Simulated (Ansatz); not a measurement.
# U-revPBE/6-31G(d) (spherical functions) run of SiH3O4 (SMILES [O][Si](O)(O)O)

Aim: the vertical ionisation energy of SiH3O4 at U-revPBE/6-31G* (spherical functions), from 2 runs. 

The calculation is run with Ansatz 0.2.0.

60 further runs of the same task are left out: 4 that didn't finish, 56 set aside as unsound or not needed. Runs told in other sessions of the task aren't counted.

### 1 Starting point

SiH3O4: 8 atoms, total charge 0, spin state doublet. As SMILES, `[O][Si](O)(O)O`. The coordinates come from a PBE0-D4/def2-TZVP relaxation. This is one conformer, not always the lowest.

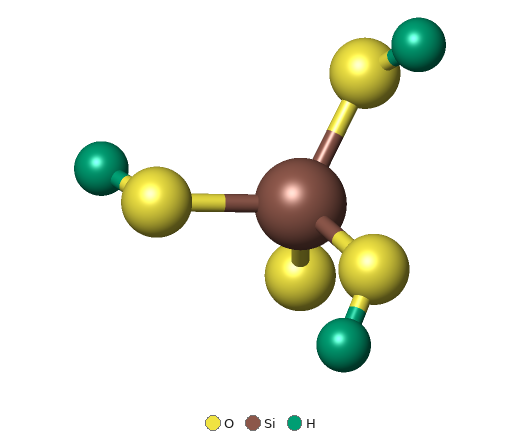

The structure, seen from a chosen angle (oxygen yellow, silicon brown, hydrogen teal).

### 2 The energy at U-revPBE/6-31G(d) (spherical functions)

Input file in.yaml:

```yaml
crystal:
  periodic: [false, false, false]
  atoms:
    - {symbol: O, position_ang: [-1.417600, 0.247800, 1.193000]}
    - {symbol: Si, position_ang: [-0.195800, 0.058700, 0.091000]}
    - {symbol: O, position_ang: [1.117100, -0.067300, 1.049800]}
    - {symbol: O, position_ang: [-0.249900, 1.339100, -0.902700]}
    - {symbol: O, position_ang: [-0.266300, -1.263500, -0.849700]}
    - {symbol: H, position_ang: [1.271400, 0.633000, 1.686700]}
    - {symbol: H, position_ang: [-0.094000, 1.173100, -1.833800]}
    - {symbol: H, position_ang: [-0.165000, -2.120800, -0.434300]}
basis:
  gaussian: {orbitals: 6-31G_st_-spherical.json}
magnetization: {spin_polarized: true, initial_magnetization: 1}
hamiltonian: {xc: {name: revPBE}}
accuracy: high
output: {orbitals: {seedname: orbitals}}
```

The basis set 6-31G* is read from a file made from the Basis Set Exchange's data (not shown).

Started as:

```bash
$ ansatz run in.yaml --threads 1 --pin off --max-ram 3480MiB --events-out events.jsonl --progress --plain --runs-dir runs
```

The program printed:

```text
Warning: RAYON_NUM_THREADS=1 ignored (pool sized by the plan → 1); use --threads N
Functional definition: revPBE
  name "revPBE"
  parameter kappa = 1.245
  parameter beta = 0.06672455060314922
  exchange = pbe_x(kappa = kappa, mu = beta*pi^2/3)
  correlation = pbe_c(beta = beta)
1762 factors; integrals over basis functions are off by at most 3.3e-9 eV
mean field evaluation 1: about -16098.6151 eV, gradient 6.1e1 eV
mean field evaluation 2: about -16067.7449 eV, gradient 1.1e2 eV
mean field evaluation 4: about -16111.3480 eV, gradient 4.6e0 eV
mean field evaluation 8: about -16111.4277 eV, gradient 1.9e-1 eV
mean field evaluation 16: about -16111.4279 eV, gradient 1.2e-3 eV
mean field evaluation 32: about -16111.1726 eV, gradient 4.0e0 eV
mean field -16111.42792689 eV, -592.0840555953 hartree, gradient 8.5e-8 eV, S^2 0.752427; 4 other end points of the search recorded, 0 dependent functions left out
reference -16111.42793116 eV, -592.0840557521 hartree; 25, 24 occupied and 55, 56 virtual orbitals, 1762 factors
Total energy: -16111.42793116 eV, -592.0840557521 hartree
```

Wall time 15 s (1 thread of Arm Neoverse V2, shared host); peak memory 0.26 GiB.

### 3 The singlet cation at the same level

Input file input.yaml:

```yaml
basis:
  gaussian:
    orbitals: 6-31G_st_-spherical.json
crystal:
  periodic: [false, false, false]
  atoms:
    - {symbol: O, position_ang: [-1.417600, 0.247800, 1.193000]}
    - {symbol: Si, position_ang: [-0.195800, 0.058700, 0.091000]}
    - {symbol: O, position_ang: [1.117100, -0.067300, 1.049800]}
    - {symbol: O, position_ang: [-0.249900, 1.339100, -0.902700]}
    - {symbol: O, position_ang: [-0.266300, -1.263500, -0.849700]}
    - {symbol: H, position_ang: [1.271400, 0.633000, 1.686700]}
    - {symbol: H, position_ang: [-0.094000, 1.173100, -1.833800]}
    - {symbol: H, position_ang: [-0.165000, -2.120800, -0.434300]}
total_charge: 1
hamiltonian:
  xc: {name: revPBE}
accuracy: high
output:
  orbitals: {seedname: orbitals}
```

The basis set 6-31G* is read from a file made from the Basis Set Exchange's data (not shown).

Started as:

```bash
$ ansatz run input.yaml --threads 1 --pin off --max-ram 3480MiB --events-out events.jsonl --progress --plain --runs-dir runs
```

The program printed, cut to the lines that bear on the results:

```text
Warning: RAYON_NUM_THREADS=1 ignored (pool sized by the plan → 1); use --threads N
[... 6 set-up lines as earlier in the session ...]
1763 factors; integrals over basis functions are off by at most 3.3e-9 eV
mean field evaluation 1: about -16075.6871 eV, gradient 1.1e2 eV
mean field evaluation 2: about -15955.9225 eV, gradient 2.5e2 eV
mean field evaluation 4: about -16075.9458 eV, gradient 9.3e1 eV
mean field evaluation 8: about -16094.4826 eV, gradient 4.9e1 eV
mean field evaluation 16: about -16100.1832 eV, gradient 4.6e-2 eV
mean field evaluation 32: about -16099.7856 eV, gradient 2.5e0 eV
mean field evaluation 64: about -16099.5899 eV, gradient 3.5e0 eV
mean field -16100.18319108 eV, -591.6708191762 hartree, gradient 1.9e-8 eV, S^2 0.000000; 6 other end points of the search recorded, 0 dependent functions left out
reference -16100.18319523 eV, -591.6708193287 hartree; 24, 24 occupied and 56, 56 virtual orbitals, 1763 factors
Total energy: -16100.18319523 eV, -591.6708193287 hartree
```

Run time: 14 s. Hardware: 1 thread of Arm Neoverse V2, shared host; peak memory 0.21 GiB.

### 4 Summary of results

Level: U-revPBE/6-31G* (spherical functions).

```
                                          quantity          value
                      doublet SiH3O4: total energy  -592.08406 Eh
doublet SiH3O4: HOMO energy (highest over α and β)       -6.54 eV
 doublet SiH3O4: LUMO energy (lowest over α and β)       -5.65 eV
                              doublet SiH3O4: ⟨S²⟩          0.752
                      singlet cation: total energy  -591.67082 Eh
vertical ionisation energy (to the singlet cation)      11.245 eV
```

The vertical ionisation energy comes to 11.24 eV (259 kcal/mol). Only the singlet of the ionised species was computed; a triplet could lie lower.
